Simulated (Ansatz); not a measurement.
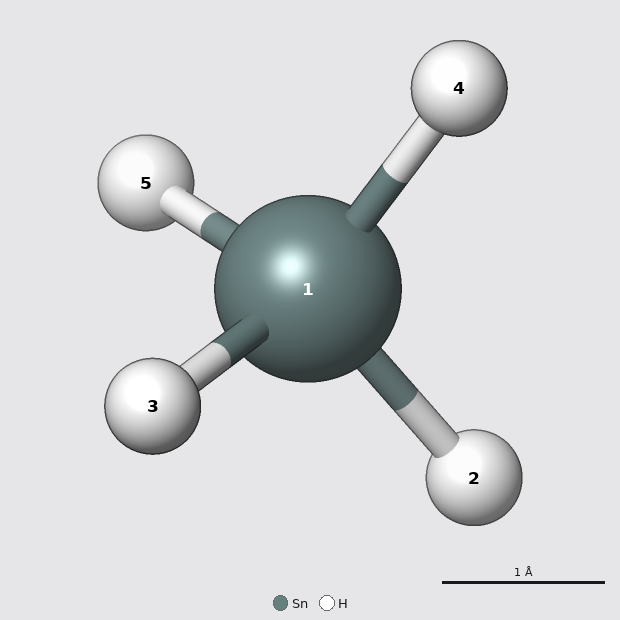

The computed structure is the end point of a PBE0-D4/def2-TZVP optimisation.

**Describe the coordination of atom 1.**

Sn1 has 4 neighbours (H2 at 1.70, H3 at 1.70, H4 at 1.70, H5 at 1.70 Å); the arrangement is tetrahedral.
